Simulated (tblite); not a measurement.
Saddle-point search, with input and output: C4H9NOSi

C4H9NOSi, computed with GFN2-xTB saddle search (eigenvector following) and harmonic vibrations, gas phase (tblite 0.8.0).

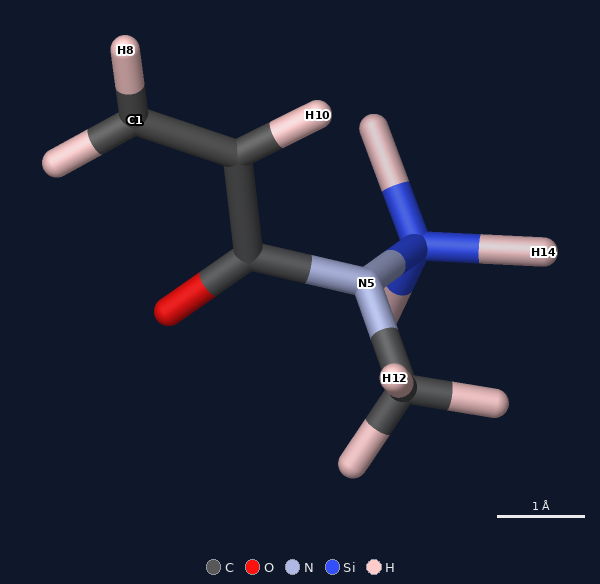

The starting structure (stick view, seen at a tilt; atoms are numbered from 1 in the order of the input). Bond lengths as drawn: C–C 1.33 to 1.48 Å, C–H 1.08 to 1.09 Å, C–N 1.42 to 1.45 Å, C–O 1.21 Å, H–Si 1.46 to 1.47 Å and N–Si 1.73 Å.

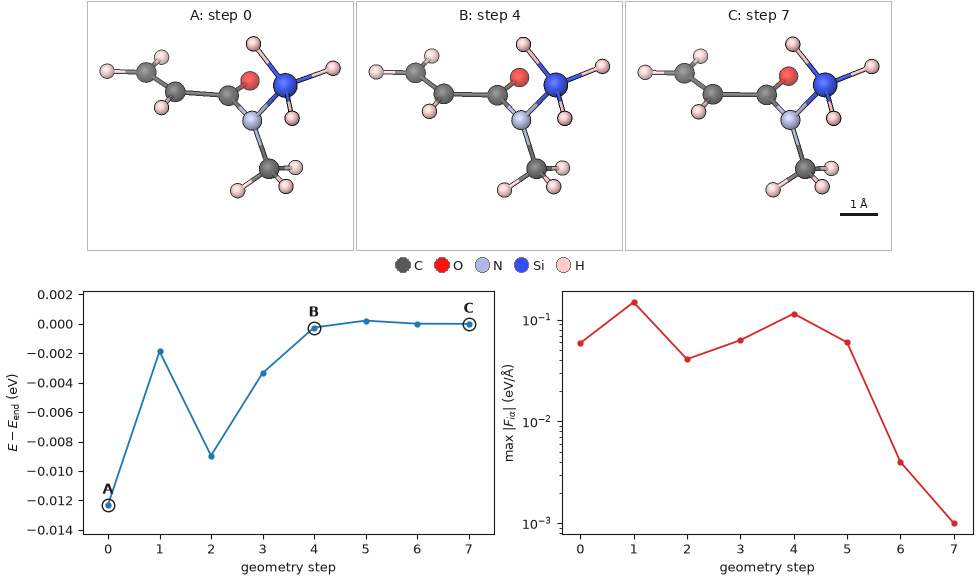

Frames of the saddle-point search (ball-and-stick view, seen at a tilt) above the curves, on which the letters mark them (steps are counted from 0).

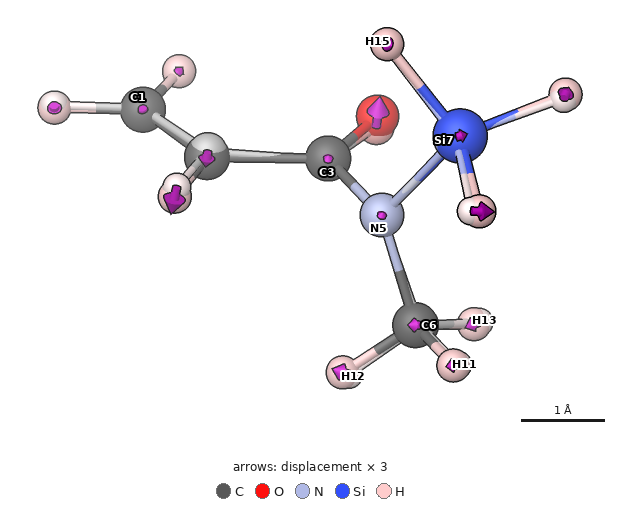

Start (faint) and end (solid) with the displacements as pink arrows, magnified 3 times (ball-and-stick view, seen at a tilt). The two geometries are laid on each other by the best rigid fit. The atom that moves furthest after the best rigid fit is O4 (0.15 Å). Largest moves by element: O 0.15 Å, H 0.14 Å, C 0.08 Å, Si 0.05 Å, N 0.03 Å. The energy rises by 0.012 eV in 7 geometry steps. The largest force component goes from 0.059 to 0.001 eV/Å. (Atoms are counted from 1 in the order of the input.)

The input and output of the run follow.

### Input
```
{"job": {"xc": "GFN2-xTB", "basis": "xTB", "kind": "saddle"}, "charge": 0, "multiplicity": 1}
C      2.749985    -0.022502     0.979788
C      1.423389    -0.001653     0.951419
C      0.675134    -0.037577    -0.321015
O      1.185638    -0.123213    -1.409370
N     -0.724745     0.091994    -0.130634
C     -1.224571     1.378363    -0.573571
Si    -1.675296    -1.342419    -0.313550
H      3.309359     0.055415     1.896374
H      3.309049    -0.121827     0.063409
H      0.821862     0.097288     1.842565
H     -2.293363     1.425804    -0.378879
H     -0.728204     2.167304    -0.001601
H     -1.045490     1.553958    -1.638613
H     -2.943820    -0.981276     0.317221
H     -0.923656    -2.363861     0.411076
H     -1.915270    -1.775798    -1.694619
```

The first line tells a small driver script what to run in tblite; the rest is the geometry in Å.

Run as:
```bash
OMP_NUM_THREADS=1 python <driver script> task.json out
```

### Output
```
step      E/eV     max force
  0    -594.72446   0.0597
  1    -594.71404   0.1624
  2    -594.72112   0.0563
  3    -594.71552   0.0754
  4    -594.71242   0.1241
  5    -594.71195   0.0646
  6    -594.71216   0.0046
  7    -594.71217   0.0010
lowest wavenumbers (cm-1): -132.1 57.0 113.7 138.6 170.5 186.8
```

### Trajectory as extended XYZ (Å, eV, eV/Å), 8 frames, from step=0 to step=7
```
16
Properties=species:S:1:pos:R:3:forces:R:3 step=0 energy=-594.72446
C     2.7500   -0.0225    0.9798   -0.0350  -0.0280   0.0020
C     1.4234   -0.0017    0.9514    0.0340  -0.0230  -0.0020
C     0.6751   -0.0376   -0.3210   -0.0090   0.0240   0.0000
O     1.1856   -0.1232   -1.4094   -0.0010   0.0590   0.0090
N    -0.7247    0.0920   -0.1306   -0.0130   0.0100   0.0140
C    -1.2246    1.3784   -0.5736   -0.0020   0.0000  -0.0050
Si   -1.6753   -1.3424   -0.3136   -0.0010   0.0040   0.0050
H     3.3094    0.0554    1.8964    0.0160  -0.0260   0.0080
H     3.3090   -0.1218    0.0634    0.0060   0.0260  -0.0110
H     0.8219    0.0973    1.8426   -0.0010  -0.0280   0.0070
H    -2.2934    1.4258   -0.3789    0.0020  -0.0080  -0.0290
H    -0.7282    2.1673   -0.0016   -0.0020   0.0120  -0.0290
H    -1.0455    1.5540   -1.6386    0.0000  -0.0230  -0.0010
H    -2.9438   -0.9813    0.3172   -0.0060   0.0040   0.0180
H    -0.9237   -2.3639    0.4111    0.0050   0.0090   0.0210
H    -1.9153   -1.7758   -1.6946    0.0070  -0.0130  -0.0050
16
Properties=species:S:1:pos:R:3:forces:R:3 step=1 energy=-594.71404
C     2.7568   -0.0120    0.9626   -0.0270  -0.0090  -0.0110
C     1.4307    0.0482    0.9524    0.0170  -0.0120  -0.0380
C     0.6650   -0.0493   -0.3083    0.0380  -0.0030  -0.0780
O     1.1629   -0.2017   -1.3970   -0.0500   0.0410   0.1490
N    -0.7361    0.0774   -0.1142    0.0190   0.0060  -0.0140
C    -1.2206    1.3771   -0.5348   -0.0010  -0.0030   0.0000
Si   -1.6838   -1.3529   -0.3450   -0.0070  -0.0110   0.0050
H     3.3341    0.0781    1.8675   -0.0010  -0.0120  -0.0080
H     3.2989   -0.1559    0.0402   -0.0220   0.0130   0.0300
H     0.8435    0.1921    1.8484    0.0190  -0.0230  -0.0330
H    -2.2908    1.4303   -0.3505    0.0000  -0.0020  -0.0090
H    -0.7208    2.1543    0.0503   -0.0070   0.0000  -0.0150
H    -1.0319    1.5656   -1.5965   -0.0010  -0.0090   0.0010
H    -2.9799   -0.9791    0.2240    0.0280  -0.0060  -0.0050
H    -0.9719   -2.3669    0.4329   -0.0120   0.0210  -0.0090
H    -1.8561   -1.8052   -1.7320    0.0060   0.0100   0.0360
16
Properties=species:S:1:pos:R:3:forces:R:3 step=2 energy=-594.72112
C     2.7534   -0.0134    0.9723   -0.0060  -0.0150   0.0050
C     1.4271    0.0106    0.9541    0.0090  -0.0180   0.0100
C     0.6706   -0.0438   -0.3125   -0.0130   0.0180   0.0210
O     1.1762   -0.1470   -1.4011    0.0140   0.0410  -0.0360
N    -0.7294    0.0845   -0.1199   -0.0110   0.0070   0.0110
C    -1.2199    1.3752   -0.5605   -0.0040   0.0010  -0.0100
Si   -1.6828   -1.3456   -0.3246    0.0050   0.0070   0.0100
H     3.3223    0.0676    1.8830    0.0060  -0.0200   0.0050
H     3.3041   -0.1159    0.0513    0.0090   0.0130  -0.0140
H     0.8322    0.1165    1.8486   -0.0060  -0.0290   0.0150
H    -2.2893    1.4285   -0.3720   -0.0020  -0.0040  -0.0190
H    -0.7205    2.1608    0.0133   -0.0060   0.0100  -0.0190
H    -1.0347    1.5500   -1.6246   -0.0020  -0.0120  -0.0090
H    -2.9612   -0.9768    0.2815   -0.0050   0.0040   0.0130
H    -0.9516   -2.3677    0.4197    0.0090   0.0050   0.0180
H    -1.8964   -1.7836   -1.7086    0.0060  -0.0070  -0.0010
16
Properties=species:S:1:pos:R:3:forces:R:3 step=3 energy=-594.71552
C     2.7567   -0.0063    0.9623   -0.0050  -0.0070  -0.0010
C     1.4305    0.0355    0.9535    0.0010  -0.0130  -0.0160
C     0.6653   -0.0520   -0.3071    0.0170   0.0030  -0.0360
O     1.1638   -0.1943   -1.3957   -0.0220   0.0350   0.0630
N    -0.7352    0.0770   -0.1126    0.0090   0.0070  -0.0050
C    -1.2175    1.3756   -0.5390   -0.0020  -0.0010  -0.0050
Si   -1.6870   -1.3509   -0.3409   -0.0030  -0.0050   0.0070
H     3.3341    0.0815    1.8673    0.0000  -0.0130  -0.0010
H     3.2991   -0.1309    0.0383   -0.0030   0.0070   0.0050
H     0.8427    0.1626    1.8506    0.0030  -0.0220  -0.0060
H    -2.2878    1.4311   -0.3567   -0.0020  -0.0020  -0.0100
H    -0.7174    2.1539    0.0443   -0.0070   0.0030  -0.0140
H    -1.0264    1.5600   -1.6008   -0.0020  -0.0070  -0.0050
H    -2.9806   -0.9737    0.2290    0.0140  -0.0020   0.0020
H    -0.9784   -2.3676    0.4347   -0.0020   0.0130   0.0010
H    -1.8621   -1.8016   -1.7273    0.0050   0.0040   0.0210
16
Properties=species:S:1:pos:R:3:forces:R:3 step=4 energy=-594.71242
C     2.7563   -0.0040    0.9612   -0.0120  -0.0050  -0.0130
C     1.4308    0.0630    0.9498    0.0040  -0.0070  -0.0310
C     0.6650   -0.0570   -0.3086    0.0290  -0.0030  -0.0630
O     1.1630   -0.2337   -1.3930   -0.0400   0.0240   0.1150
N    -0.7365    0.0699   -0.1181    0.0260   0.0190  -0.0100
C    -1.2161    1.3755   -0.5250    0.0010  -0.0040   0.0020
Si   -1.6879   -1.3559   -0.3543    0.0050   0.0010   0.0030
H     3.3339    0.0921    1.8651    0.0020  -0.0070  -0.0020
H     3.2978   -0.1599    0.0405   -0.0200   0.0090   0.0270
H     0.8440    0.2182    1.8439    0.0150  -0.0170  -0.0280
H    -2.2860    1.4307   -0.3408   -0.0040  -0.0010  -0.0040
H    -0.7135    2.1467    0.0657   -0.0040  -0.0030  -0.0100
H    -1.0271    1.5719   -1.5854   -0.0010  -0.0050   0.0020
H    -2.9799   -0.9797    0.2167   -0.0110   0.0040   0.0090
H    -0.9816   -2.3728    0.4216    0.0070  -0.0040   0.0090
H    -1.8622   -1.8051   -1.7394    0.0010  -0.0010  -0.0070
16
Properties=species:S:1:pos:R:3:forces:R:3 step=5 energy=-594.71195
C     2.7553    0.0016    0.9577    0.0040   0.0000  -0.0010
C     1.4310    0.0796    0.9425   -0.0060   0.0010  -0.0180
C     0.6647   -0.0636   -0.3123    0.0150   0.0030  -0.0370
O     1.1621   -0.2684   -1.3913   -0.0240   0.0000   0.0600
N    -0.7365    0.0639   -0.1242    0.0130   0.0190  -0.0130
C    -1.2136    1.3764   -0.5100    0.0030  -0.0060   0.0040
Si   -1.6891   -1.3598   -0.3649   -0.0090  -0.0160   0.0020
H     3.3326    0.1024    1.8612    0.0010  -0.0010   0.0020
H     3.2964   -0.1689    0.0405    0.0000   0.0010   0.0000
H     0.8446    0.2476    1.8335   -0.0020  -0.0030   0.0010
H    -2.2821    1.4334   -0.3173   -0.0010  -0.0020   0.0000
H    -0.7034    2.1395    0.0844   -0.0020  -0.0050  -0.0040
H    -1.0328    1.5837   -1.5700    0.0010  -0.0020   0.0050
H    -2.9879   -0.9750    0.1890    0.0150  -0.0060  -0.0040
H    -0.9947   -2.3724    0.4306   -0.0080   0.0110  -0.0120
H    -1.8464   -1.8199   -1.7495    0.0000   0.0070   0.0150
16
Properties=species:S:1:pos:R:3:forces:R:3 step=6 energy=-594.71216
C     2.7545    0.0049    0.9617   -0.0010   0.0000  -0.0010
C     1.4296    0.0743    0.9449    0.0010   0.0000   0.0010
C     0.6661   -0.0653   -0.3116    0.0000   0.0000   0.0000
O     1.1654   -0.2731   -1.3883    0.0000   0.0000   0.0010
N    -0.7349    0.0658   -0.1268    0.0000   0.0000   0.0000
C    -1.2124    1.3762   -0.5173    0.0000   0.0000   0.0000
Si   -1.6900   -1.3574   -0.3622   -0.0020  -0.0020   0.0000
H     3.3296    0.1025    1.8670    0.0000   0.0000   0.0000
H     3.2982   -0.1549    0.0441   -0.0010   0.0000   0.0020
H     0.8407    0.2317    1.8363    0.0010   0.0000  -0.0010
H    -2.2811    1.4330   -0.3258    0.0000   0.0000   0.0000
H    -0.7032    2.1417    0.0746    0.0000   0.0000   0.0000
H    -1.0307    1.5797   -1.5778    0.0000   0.0000   0.0000
H    -2.9792   -0.9786    0.2164    0.0040  -0.0010  -0.0020
H    -0.9826   -2.3757    0.4125   -0.0020   0.0020  -0.0020
H    -1.8700   -1.8047   -1.7476    0.0000   0.0010   0.0040
16
Properties=species:S:1:pos:R:3:forces:R:3 step=7 energy=-594.71217
C     2.7544    0.0050    0.9622    0.0000   0.0000   0.0000
C     1.4295    0.0743    0.9450    0.0000   0.0000   0.0000
C     0.6663   -0.0653   -0.3117    0.0000   0.0000   0.0000
O     1.1658   -0.2732   -1.3882    0.0000   0.0000   0.0000
N    -0.7348    0.0658   -0.1270    0.0000   0.0000   0.0000
C    -1.2122    1.3760   -0.5179    0.0000   0.0000   0.0000
Si   -1.6901   -1.3573   -0.3621    0.0000   0.0000   0.0000
H     3.3292    0.1027    1.8677    0.0000   0.0000   0.0000
H     3.2983   -0.1549    0.0448    0.0000   0.0000   0.0000
H     0.8404    0.2318    1.8362    0.0000   0.0000   0.0000
H    -2.2809    1.4329   -0.3262    0.0000   0.0000   0.0000
H    -0.7030    2.1417    0.0737    0.0000   0.0000   0.0000
H    -1.0308    1.5792   -1.5785    0.0000   0.0000   0.0000
H    -2.9780   -0.9793    0.2193    0.0010   0.0000   0.0000
H    -0.9813   -2.3763    0.4100    0.0000   0.0000   0.0000
H    -1.8728   -1.8030   -1.7475    0.0000   0.0000   0.0010
```

### Summary

| quantity | value |
| --- | --- |
| outcome | converged |
| total energy | −594.7122 eV |
| point group | C1 |
| hardware | 1 CPU thread, shared host |
| wall time | 5.8 s |
| peak memory | 0.19 GiB |
